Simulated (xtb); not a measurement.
# Frequency calculation of C₃H₇Cl (part 1 of 2)

C₃H₇Cl, SMILES CCCCl, computed with GFN2-xTB (xtb 6.7.1 later snapshot).

The geometry was optimised with GFN2-xTB.

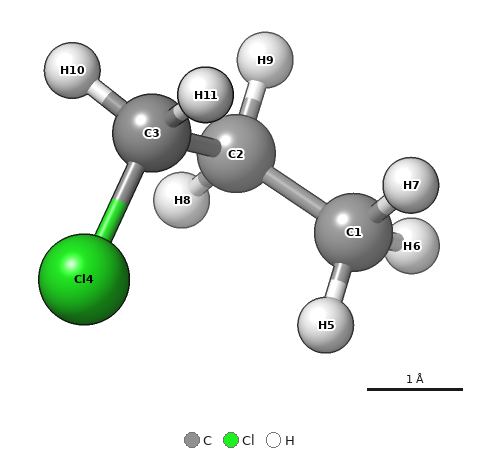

Fig. 1: The input geometry (ball-and-stick view, seen at a tilt; atoms are numbered from 1 in the order of the input).

### Results in brief

```csv
quantity,value
outcome,converged
electrons treated,26
total energy,−14.542668 hartree
dispersion energy,−0.005414 hartree
basis functions,29
HOMO,−11.11 eV
LUMO,−4.18 eV
zero-point energy,0.093427 hartree
dipole moment,2.22 D
"wavenumbers, lowest and highest",119 and 3051 cm⁻¹
hardware,"1 thread of Arm Neoverse N1, 24 GiB of memory available, shared host"
wall time,3.6 s
peak memory,0.077 GiB
```

### The input (start.xyz)
```
11

C     -0.80000300     1.00277800     0.03982600
C     -0.13710400    -0.25378400     0.58992500
C      0.97494800    -0.76078900    -0.31319700
Cl     0.32501000    -1.32342500    -1.87952700
H     -1.22885400     0.80467500    -0.93909900
H     -1.59400200     1.33339000     0.70431000
H     -0.07333400     1.80642900    -0.05770000
H     -0.88426100    -1.03926300     0.71703700
H      0.30065300    -0.04248700     1.56890700
H      1.49025400    -1.61291600     0.12980100
H      1.69189200     0.02849200    -0.53968200
```

Command:
```bash
xtb start.xyz --ptb --raman --hess > xtb.out 2> xtb.err
```

### The program's output
```
* xtb version 6.7.1
   ID    Z sym.   atoms
    1    6 C      1-3
    2   17 Cl     4
    3    1 H      5-11

           -------------------------------------------------
          |                Calculation Setup                |
           -------------------------------------------------

          program call               : xtb start.xyz --ptb --raman --hess
          coordinate file            : start.xyz
          omp threads                :                     1

           -------------------------------------------------
          |                 G F N 2 - x T B                 |
           -------------------------------------------------

      * Hamiltonian:
        H0-scaling (s, p, d)           1.850000    2.230000    2.230000
        zeta-weighting                 0.500000
      * Dispersion:
        s8                             2.700000
        a1                             0.520000
        a2                             5.000000
        s9                             5.000000
      * Repulsion:
        kExp                           1.500000    1.000000
        rExp                           1.000000
      * Coulomb:
        alpha                          2.000000
        third order                    shell-resolved
        anisotropic                    true
        a3                             3.000000
        a5                             4.000000
        cn-shift                       1.200000
        cn-exp                         4.000000
        max-rad                        5.000000

          ...................................................
          :                      SETUP                      :
          :.................................................:
          :  # basis functions                  29          :
          :  # atomic orbitals                  28          :
          :  # shells                           16          :
          :  # electrons                        26          :
          :  max. iterations                   250          :
          :  Hamiltonian                  GFN2-xTB          :
          :  restarted?                      false          :
          :  GBSA solvation                  false          :
          :  PC potential                    false          :
          :  electronic temp.          300.0000000     K    :
          :  accuracy                    1.0000000          :
          :  -> integral cutoff          0.2500000E+02      :
          :  -> integral neglect         0.1000000E-07      :
          :  -> SCF convergence          0.1000000E-05 Eh   :
          :  -> wf. convergence          0.1000000E-03 e    :
          :  Broyden damping             0.4000000          :
          :  net charge                          0          :
          :  unpaired electrons                  0          :
          ...................................................

 iter      E             dE          RMSdq      gap      omega  full diag
   1    -14.6493674 -0.146494E+02  0.351E+00    7.58       0.0  T
   2    -14.6917590 -0.423915E-01  0.199E+00    6.92       1.0  T
   3    -14.6928626 -0.110359E-02  0.100E+00    7.04       1.0  T
   4    -14.6931326 -0.270050E-03  0.163E-01    6.96       1.0  T
   5    -14.6931926 -0.599842E-04  0.951E-02    6.97       1.0  T
   6    -14.6932088 -0.161753E-04  0.505E-02    6.95       1.0  T
   7    -14.6932161 -0.735221E-05  0.383E-02    6.95       1.0  T
   8    -14.6932253 -0.919190E-05  0.730E-03    6.93       4.1  T
   9    -14.6932254 -0.137399E-06  0.150E-03    6.93      20.2  T
  10    -14.6932254 -0.205817E-08  0.720E-04    6.93      41.8  T
  11    -14.6932254 -0.129282E-08  0.370E-04    6.93      81.4  T

   *** convergence criteria satisfied after 11 iterations ***

         #    Occupation            Energy/Eh            Energy/eV
      -------------------------------------------------------------
         1        2.0000           -1.0469280             -28.4884
       ...           ...                  ...                  ...
         7        2.0000           -0.5052613             -13.7489
         8        2.0000           -0.4849663             -13.1966
         9        2.0000           -0.4664019             -12.6914
        10        2.0000           -0.4573663             -12.4456
        11        2.0000           -0.4442062             -12.0875
        12        2.0000           -0.4101969             -11.1620
        13        2.0000           -0.4081255             -11.1057 (HOMO)
        14                         -0.1536325              -4.1806 (LUMO)
        15                          0.0202406               0.5508
        16                          0.0260556               0.7090
        17                          0.0313850               0.8540
        18                          0.0316214               0.8605
       ...                                ...                  ...
        28                          0.2811676               7.6510
      -------------------------------------------------------------
                  HL-Gap            0.2544930 Eh            6.9251 eV
             Fermi-level           -0.2808790 Eh           -7.6431 eV

 SCC (total)                   0 d,  0 h,  0 min,  0.006 sec
 SCC setup                      ...        0 min,  0.000 sec (  1.495%)
 Dispersion                     ...        0 min,  0.000 sec (  0.921%)
 classical contributions        ...        0 min,  0.000 sec (  0.174%)
 integral evaluation            ...        0 min,  0.001 sec ( 12.895%)
 iterations                     ...        0 min,  0.003 sec ( 53.861%)
 molecular gradient             ...        0 min,  0.002 sec ( 28.404%)
 printout                       ...        0 min,  0.000 sec (  2.006%)

         :::::::::::::::::::::::::::::::::::::::::::::::::::::
         ::                     SUMMARY                     ::
         :::::::::::::::::::::::::::::::::::::::::::::::::::::
         :: total energy             -14.542667878956 Eh    ::
         :: gradient norm              0.000027607692 Eh/a0 ::
         :: HOMO-LUMO gap              6.925107059353 eV    ::
         ::.................................................::
         :: SCC energy               -14.693222079581 Eh    ::
         :: -> isotropic ES            0.007021827270 Eh    ::
         :: -> anisotropic ES          0.001811970678 Eh    ::
         :: -> anisotropic XC          0.007395446446 Eh    ::
         :: -> dispersion             -0.005413914186 Eh    ::
         :: repulsion energy           0.150554200625 Eh    ::
         :: add. restraining           0.000000000000 Eh    ::
         :: total charge               0.000000000000 e     ::
         :::::::::::::::::::::::::::::::::::::::::::::::::::::

           -------------------------------------------------
          |                Numerical Hessian                |
           -------------------------------------------------
step length          :   0.00500
SCC accuracy         :   0.30000
Hessian scale factor :   1.00000
frozen atoms in %    :   0.00000    0
RMS gradient         :   0.00003
estimated CPU  time      0.01 min
Hessian matrix computed using GFN2-xTB.

           -------------------------------------------------
          |                      P T B                      |
           -------------------------------------------------

                              @@@ @

Calculating vibrational intensities using PTB ...
estimated CPU  time      0.05 min
... done.

writing file <hessian>, containing the non-mass-weighted Hessian matrix in atomic units (Eₕ/Bohr²).

 projected vibrational frequencies (cm⁻¹)
eigval :       -0.00    -0.00    -0.00     0.00     0.00     0.00
eigval :      119.26   204.68   285.81   416.14   664.87   819.14
eigval :      881.48   937.35  1067.40  1074.64  1116.49  1196.21
eigval :     1239.04  1268.00  1338.47  1414.41  1437.86  1473.98
eigval :     1498.38  1500.26  2965.94  2979.23  2983.90  2994.27
eigval :     3035.88  3046.17  3050.57
           -------------------------------------------------
          |                Property Printout                |
           -------------------------------------------------

    * Orbital Energies and Occupations

         #    Occupation            Energy/Eh            Energy/eV
      -------------------------------------------------------------
         1        2.0000           -1.0469282             -28.4884
         2        2.0000           -0.6411999             -17.4479
         3        2.0000           -0.6072091             -16.5230
         4        2.0000           -0.5746303             -15.6365
         5        2.0000           -0.5314179             -14.4606
         6        2.0000           -0.5285323             -14.3821
         7        2.0000           -0.5052630             -13.7489
         8        2.0000           -0.4849680             -13.1967
         9        2.0000           -0.4664040             -12.6915
        10        2.0000           -0.4573687             -12.4456
        11        2.0000           -0.4442090             -12.0875
        12        2.0000           -0.4101975             -11.1620
        13        2.0000           -0.4081260             -11.1057 (HOMO)
        14                         -0.1536339              -4.1806 (LUMO)
        15                          0.0202399               0.5508
        16                          0.0260550               0.7090
        17                          0.0313844               0.8540
        18                          0.0316207               0.8604
        19                          0.0806418               2.1944
        20                          0.1129748               3.0742
        21                          0.1299663               3.5366
        22                          0.1428498               3.8871
        23                          0.1634885               4.4487
        24                          0.1783186               4.8523
       ...                                ...                  ...
        28                          0.2811652               7.6509
      -------------------------------------------------------------
                  HL-Gap            0.2544921 Eh            6.9251 eV
             Fermi-level           -0.2808800 Eh           -7.6431 eV

     #   Z          covCN         q      C6AA      α(0)
     1   6          3.752    -0.106    22.592     6.778
     2   6          3.826    -0.057    21.572     6.609
     3   6          3.714     0.031    20.169     6.417
     4  17          0.915    -0.216   105.959    15.748
     5   1          0.925     0.053     2.281     2.362
     6   1          0.925     0.041     2.438     2.442
     7   1          0.925     0.039     2.462     2.454
     8   1          0.924     0.053     2.289     2.366
     9   1          0.924     0.043     2.404     2.425
    10   1          0.925     0.057     2.230     2.336
    11   1          0.925     0.062     2.180     2.309

 Mol. C6AA /au·bohr⁶  :       1212.170425
 Mol. C8AA /au·bohr⁸  :      31722.858647
 Mol. α(0) /au        :         52.244524

Wiberg/Mayer (AO) data.
largest (>0.10) Wiberg bond orders for each atom

 ---------------------------------------------------------------------------
     #   Z sym  total        # sym  WBO       # sym  WBO       # sym  WBO
```
